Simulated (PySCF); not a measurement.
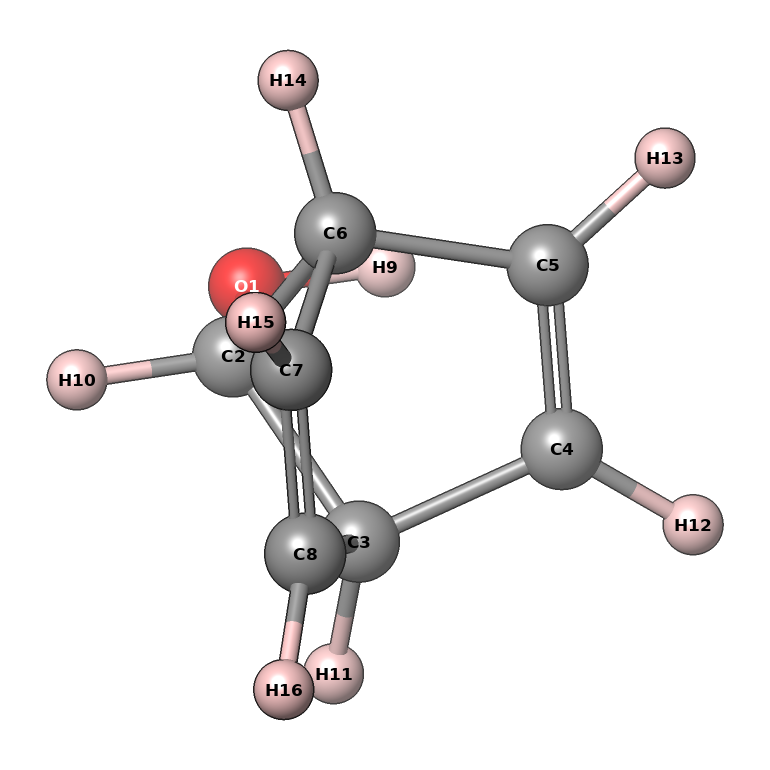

C3 lies behind C8. The molecule seen a little off the C8–C3 bond, C8 in front. Depth is shown by fading: the farther an atom, the more it takes the colour of the background. The geometry was computed by an optimisation with PBE0-D3(BJ)/def2-SVP. No frequency run is at hand to confirm it as a minimum.

**What is the torsion angle C7–C8–C3–C2? The sign is positive where the front bond must turn clockwise to cover the back bond.**

−37°, synclinal (gauche).
